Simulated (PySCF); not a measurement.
Geometry relaxation, with input and output: BH₂S₂ (part 1 of 2)

The run: geometry relaxation of BH₂S₂, multiplicity 2, SMILES S[B]S. Method and program: OPBE/LANL2DZ, UKS, dispersion D3(0), core potentials lanl2dz (PySCF 2.14.0).

The geometry: force field. Figures and captions count atoms from 1; the log counts them from 0 in places.

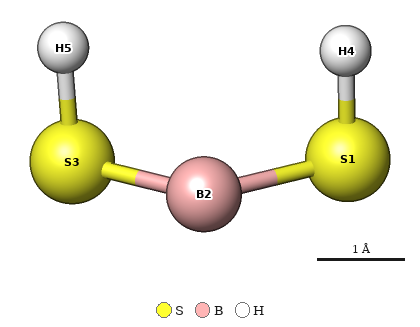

**Figure 1.** The input geometry (ball-and-stick view, seen on its broad side; atoms are numbered from 1 in the order of the input).

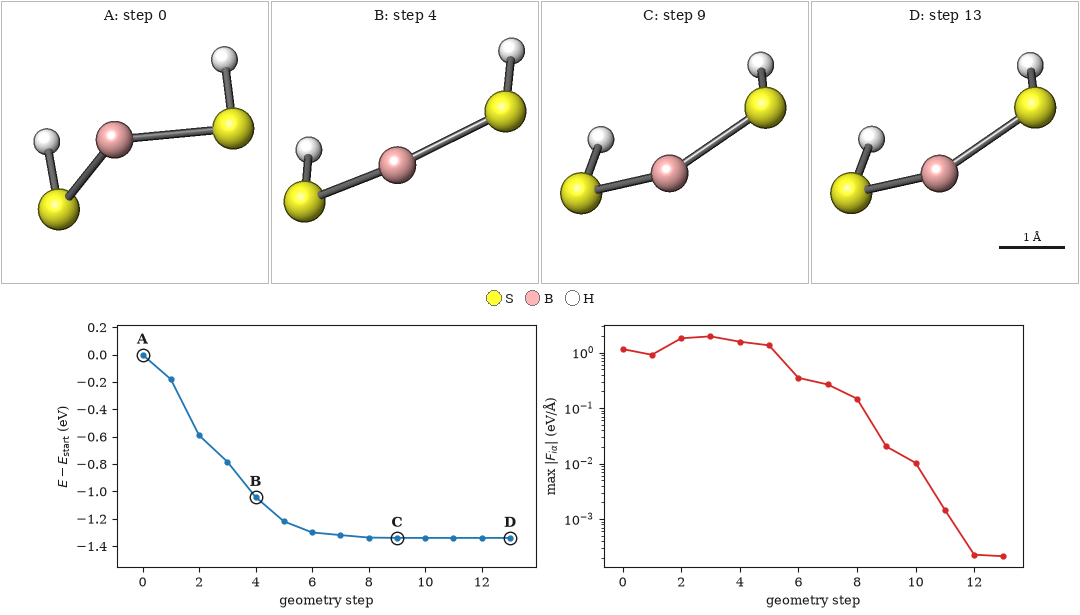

**Figure 2.** Frames of the relaxation (ball-and-stick view, seen at a tilt) above the curves, on which the letters mark them (steps are counted from 0).

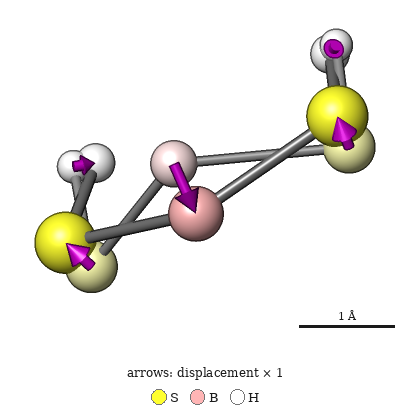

**Figure 3.** Start (faint) and end (solid) with the displacements as pink arrows, at true length (ball-and-stick view, seen at a tilt). The two geometries are laid on each other by the best rigid fit. After 13 geometry steps the energy has fallen by 1.339 eV. Largest force component: 1.2 eV/Å at the start, 0.00021 eV/Å at the end. The largest move after the best rigid fit is that of B2, 0.58 Å. Largest moves by element: B 0.58 Å, S 0.39 Å, H 0.25 Å. Distances before and after: S1–B2 1.860 → 1.808 Å, B2–S3 1.853 → 1.808 Å, S1–H4 1.358 → 1.397 Å, S3–H5 1.407 → 1.397 Å. Among the angles that change: S1–B2–S3 117.8° → 136.9°, B2–S1–H4 91.3° → 102.0°, B2–S3–H5 93.2° → 102.0°. (Atoms are counted from 1 in the order of the input.)

The input and output of the run follow.

Input (job.py):
```python
from pyscf import gto, dft
from pyscf.geomopt.geometric_solver import kernel as optimise

system = gto.M(
    atom=[
    ('S', (-1.429400, -0.060600, -0.907400)),
    ('B', (-0.127300, 0.933300, -0.026400)),
    ('S', (1.636600, 0.390200, -0.196400)),
    ('H', (-1.590900, -0.866500, 0.174100)),
    ('H', (1.560900, -0.470100, 0.914700)),
],
    ecp={'S': 'lanl2dz'},
    verbose=3,
    basis='lanl2dz',
    max_memory=1860,
    spin=1,
)

ks = dft.UKS(system, xc='opbe')
ks.max_cycle = 100
ks.disp = 'd3zero'
converged, mol_eq = optimise(ks, maxsteps=100, convergence_set='GAU_TIGHT')
print('converged:', converged)
print(mol_eq.tostring())

ks.reset(mol_eq)
system = mol_eq
ks.kernel()
e_final = ks.e_tot
print('Final energy', e_final)
```

Run as:
```bash
OMP_NUM_THREADS=1 python job.py
```

Log:
```
#|     Arguments passed to driver run_optimizer():      |#
convergence_set           GAU_TIGHT
customengine              <pyscf.geomopt.geometric_solver.PySCFEngine object>
maxiter                   100
----------------------------------------------------------
Custom engine selected.
Bonds will be generated from interatomic distances less than 1.20 times sum of covalent radii
15 internal coordinates being used (instead of 15 Cartesians)
Internal coordinate system (atoms numbered from 1):
Distance 1-2
Distance 1-4
Distance 2-3
Distance 3-5
Angle 2-1-4
Angle 1-2-3
Angle 2-3-5
Dihedral 4-1-2-3
Dihedral 1-2-3-5
Translation-X 1-5
Translation-Y 1-5
Translation-Z 1-5
Rotation-A 1-5
Rotation-B 1-5
Rotation-C 1-5
<class 'geometric.internal.Distance'> : 4
<class 'geometric.internal.Angle'> : 3
<class 'geometric.internal.Dihedral'> : 2
<class 'geometric.internal.TranslationX'> : 1
<class 'geometric.internal.TranslationY'> : 1
<class 'geometric.internal.TranslationZ'> : 1
<class 'geometric.internal.RotationA'> : 1
<class 'geometric.internal.RotationB'> : 1
<class 'geometric.internal.RotationC'> : 1
> ===== Optimization Info: ====
> Job type: Energy minimization
> Maximum number of optimization cycles: 100
> Initial / maximum trust radius (Angstrom): 0.100 / 0.300
> Convergence Criteria:
> Will converge when all 5 criteria are reached:
>  |Delta-E| < 1.00e-06
>  RMS-Grad  < 1.00e-05
>  Max-Grad  < 1.50e-05
>  RMS-Disp  < 4.00e-05
>  Max-Disp  < 6.00e-05
> === End Optimization Info ===

Geometry optimization cycle 1
Cartesian coordinates (Angstrom)
 Atom        New coordinates             dX        dY        dZ
   S  -1.429400  -0.060600  -0.907400    0.000000  0.000000  0.000000
   B  -0.127300   0.933300  -0.026400    0.000000 -0.000000  0.000000
   S   1.636600   0.390200  -0.196400    0.000000 -0.000000  0.000000
   H  -1.590900  -0.866500   0.174100    0.000000  0.000000 -0.000000
   H   1.560900  -0.470100   0.914700    0.000000  0.000000  0.000000

WARN: Mole.unit (angstrom) is changed to Bohr

WARN: HOMO -0.000779172855386804 >= LUMO -0.000779172855386529

converged SCF energy = -46.2616421900615  <S^2> = 0.75307708  2S+1 = 2.0030747
--------------- UKS_Scanner gradients ---------------
         x                y                z
0 S     0.0195811637    -0.0034715047     0.0101339222
1 B     0.0011962959    -0.0057320547     0.0046225406
2 S    -0.0224873881     0.0035350717    -0.0155020761
3 H     0.0035135937     0.0099543507    -0.0078846838
4 H    -0.0018090693    -0.0042822202     0.0086309751
----------------------------------------------
cycle 1: E = -46.2616421901  dE = -46.2616  norm(grad) = 0.0397747
Step    0 : Gradient = 1.779e-02/2.754e-02 (rms/max) Energy = -46.2616421901
Hessian Eigenvalues: 2.30000e-02 2.30000e-02 5.00000e-02 ... 2.23224e-01 2.50000e-01 2.50045e-01

Geometry optimization cycle 2
Cartesian coordinates (Angstrom)
 Atom        New coordinates             dX        dY        dZ
   S  -1.521155  -0.048006  -0.911346   -0.091755  0.012594 -0.003946
   B  -0.104789   0.897388  -0.067689    0.022511 -0.035912 -0.041289
   S   1.731180   0.429126  -0.144938    0.094580  0.038926  0.051462
   H  -1.717914  -0.898232   0.158303   -0.127014 -0.031732 -0.015797
   H   1.662719  -0.454070   0.924252    0.101819  0.016030  0.009552
converged SCF energy = -46.2682289507834  <S^2> = 0.75317555  2S+1 = 2.003173
--------------- UKS_Scanner gradients ---------------
         x                y                z
0 S     0.0020833646    -0.0029513523    -0.0100998567
1 B    -0.0031123464    -0.0055178041     0.0177237977
2 S     0.0026329542    -0.0016482550    -0.0127796323
3 H     0.0007149760     0.0060362784     0.0011954459
4 H    -0.0023145053     0.0040867904     0.0039585070
----------------------------------------------
cycle 2: E = -46.2682289508  dE = -0.00658676  norm(grad) = 0.0268029
Step    1 : Displace = 1.033e-01/1.319e-01 (rms/max) Trust = 1.000e-01 (=) Grad = 1.199e-02/1.882e-02 (rms/max) E (change) = -46.2682289508 (-6.587e-03) Quality = 1.049
Hessian Eigenvalues: 1.68541e-02 2.30203e-02 5.00000e-02 ... 2.29234e-01 2.50004e-01 3.36908e-01

Geometry optimization cycle 3
Cartesian coordinates (Angstrom)
 Atom        New coordinates             dX        dY        dZ
   S  -1.631372  -0.030260  -0.862787   -0.110217  0.017746  0.048558
   B  -0.058488   0.926869  -0.249828    0.046301  0.029481 -0.182138
   S   1.820805   0.521803   0.009072    0.089625  0.092678  0.154009
   H  -1.791425  -0.968976   0.178095   -0.073511 -0.070744  0.019792
   H   1.710376  -0.523602   0.884112    0.047657 -0.069531 -0.040140
converged SCF energy = -46.2832958790219  <S^2> = 0.75905625  2S+1 = 2.0090358
--------------- UKS_Scanner gradients ---------------
         x                y                z
0 S    -0.0198086142    -0.0107393701    -0.0294240375
1 B    -0.0105493653     0.0123757425     0.0275395429
2 S     0.0351277016    -0.0140160336    -0.0041688284
3 H    -0.0026280293    -0.0001070530     0.0089878989
4 H    -0.0021378926     0.0124835482    -0.0029297730
----------------------------------------------
cycle 3: E = -46.283295879  dE = -0.0150669  norm(grad) = 0.0640378
Step    2 : Displace = 1.489e-01/2.001e-01 (rms/max) Trust = 1.414e-01 (+) Grad = 2.864e-02/3.805e-02 (rms/max) E (change) = -46.2832958790 (-1.507e-02) Quality = 1.492
Hessian Eigenvalues: 6.21801e-03 2.38369e-02 5.00000e-02 ... 2.38425e-01 2.51126e-01 6.68446e-01

Geometry optimization cycle 4
Cartesian coordinates (Angstrom)
 Atom        New coordinates             dX        dY        dZ
   S  -1.738152   0.050819  -0.787246   -0.106780  0.081079  0.075541
   B   0.011449   0.799191  -0.431209    0.069937 -0.127678 -0.181382
   S   1.853117   0.615191   0.143603    0.032313  0.093387  0.134531
   H  -2.003234  -1.028168   0.127528   -0.211809 -0.059191 -0.050567
   H   1.926674  -0.511331   0.905770    0.216298  0.012271  0.021657
converged SCF energy = -46.2903872727349  <S^2> = 0.76147437  2S+1 = 2.0114416
--------------- UKS_Scanner gradients ---------------
         x                y                z
0 S    -0.0295349460    -0.0043860956    -0.0208271565
1 B    -0.0028803362     0.0152651819     0.0042499992
2 S     0.0380425098    -0.0137901845     0.0142806466
3 H    -0.0085920790    -0.0099425182     0.0090599884
4 H     0.0029641970     0.0128526885    -0.0067584055
----------------------------------------------
cycle 4: E = -46.2903872727  dE = -0.00709139  norm(grad) = 0.0624537
Step    3 : Displace = 2.018e-01/2.255e-01 (rms/max) Trust = 2.000e-01 (+) Grad = 2.793e-02/4.291e-02 (rms/max) E (change) = -46.2903872727 (-7.091e-03) Quality = 0.476
Hessian Eigenvalues: 2.04379e-02 2.51428e-02 5.00000e-02 ... 2.32106e-01 2.50810e-01 4.69810e-01

Geometry optimization cycle 5
Cartesian coordinates (Angstrom)
 Atom        New coordinates             dX        dY        dZ
   S  -1.701415   0.077759  -0.749491    0.036737  0.026940  0.037755
   B   0.005917   0.813606  -0.442192   -0.005532  0.014415 -0.010983
   S   1.801921   0.591930   0.106112   -0.051196 -0.023261 -0.037491
   H  -1.840636  -1.029935   0.136300    0.162598 -0.001768  0.008772
   H   1.784212  -0.527821   0.907608   -0.142462 -0.016490  0.001839
converged SCF energy = -46.2998751867341  <S^2> = 0.7609111  2S+1 = 2.0108815
--------------- UKS_Scanner gradients ---------------
         x                y                z
0 S    -0.0238389326    -0.0034417833    -0.0169665107
1 B    -0.0034281581     0.0098226658     0.0069556144
2 S     0.0304951723    -0.0075749409     0.0068239957
3 H    -0.0042758111    -0.0063064964     0.0065958637
4 H     0.0010506389     0.0075029019    -0.0034050605
----------------------------------------------
cycle 5: E = -46.2998751867  dE = -0.00948791  norm(grad) = 0.0472131
Step    4 : Displace = 1.053e-01/1.616e-01 (rms/max) Trust = 2.000e-01 (=) Grad = 2.111e-02/3.215e-02 (rms/max) E (change) = -46.2998751867 (-9.488e-03) Quality = 1.717
Hessian Eigenvalues: 1.90225e-02 2.58476e-02 5.00000e-02 ... 2.22334e-01 2.49288e-01 2.59612e-01

Geometry optimization cycle 6
Cartesian coordinates (Angstrom)
 Atom        New coordinates             dX        dY        dZ
   S  -1.588802   0.146205  -0.630072    0.112613  0.068446  0.119419
   B   0.005749   0.803193  -0.505007   -0.000168 -0.010413 -0.062815
   S   1.639805   0.554409   0.058277   -0.162116 -0.037521 -0.047835
   H  -1.506703  -1.019093   0.141599    0.333933  0.010842  0.005299
   H   1.499905  -0.560249   0.893105   -0.284306 -0.032428 -0.014503
converged SCF energy = -46.3064184332438  <S^2> = 0.75906836  2S+1 = 2.0090479
--------------- UKS_Scanner gradients ---------------
         x                y                z
0 S     0.0262224889     0.0100526170    -0.0005881900
1 B    -0.0087090163    -0.0184581900     0.0127268957
2 S    -0.0171548315     0.0019616179    -0.0100307640
3 H     0.0016929159     0.0033449244    -0.0012961237
4 H    -0.0020516621     0.0031036296    -0.0008117437
----------------------------------------------
cycle 6: E = -46.3064184332  dE = -0.00654325  norm(grad) = 0.0423855
Step    5 : Displace = 2.277e-01/3.320e-01 (rms/max) Trust = 2.828e-01 (+) Grad = 1.896e-02/2.809e-02 (rms/max) E (change) = -46.3064184332 (-6.543e-03) Quality = 0.570
Hessian Eigenvalues: 1.90134e-02 2.56711e-02 5.00000e-02 ... 2.26978e-01 2.47309e-01 2.66160e-01

Geometry optimization cycle 7
Cartesian coordinates (Angstrom)
 Atom        New coordinates             dX        dY        dZ
   S  -1.634736   0.117916  -0.664611   -0.045934 -0.028289 -0.034540
   B   0.009941   0.832803  -0.508335    0.004192  0.029609 -0.003328
   S   1.688855   0.574840   0.092124    0.049050  0.020431  0.033848
   H  -1.584160  -1.026494   0.150830   -0.077457 -0.007401  0.009231
   H   1.570122  -0.574394   0.887921    0.070216 -0.014145 -0.005184
converged SCF energy = -46.309396438916  <S^2> = 0.75975226  2S+1 = 2.0097286
--------------- UKS_Scanner gradients ---------------
         x                y                z
0 S    -0.0020457316     0.0014867764    -0.0055814569
1 B    -0.0013418333    -0.0025077050     0.0068104281
2 S     0.0044916599     0.0017542037    -0.0039764345
3 H    -0.0003611902    -0.0008436439     0.0015971284
4 H    -0.0007448218     0.0001165516     0.0011498381
----------------------------------------------
cycle 7: E = -46.3093964389  dE = -0.00297801  norm(grad) = 0.0116776
Step    6 : Displace = 6.357e-02/8.004e-02 (rms/max) Trust = 2.828e-01 (=) Grad = 5.222e-03/7.380e-03 (rms/max) E (change) = -46.3093964389 (-2.978e-03) Quality = 0.874
Hessian Eigenvalues: 1.95010e-02 2.54448e-02 5.00000e-02 ... 2.21930e-01 2.52915e-01 2.85179e-01

Geometry optimization cycle 8
Cartesian coordinates (Angstrom)
 Atom        New coordinates             dX        dY        dZ
   S  -1.627445   0.116714  -0.650263    0.007291 -0.001202  0.014348
   B   0.011112   0.850809  -0.531202    0.001171  0.018006 -0.022867
   S   1.669922   0.574884   0.107721   -0.018933  0.000044  0.015597
   H  -1.530477  -1.024646   0.160425    0.053683  0.001848  0.009595
   H   1.527101  -0.593462   0.871216   -0.043021 -0.019068 -0.016705
converged SCF energy = -46.3101026647232  <S^2> = 0.75966319  2S+1 = 2.00964
```
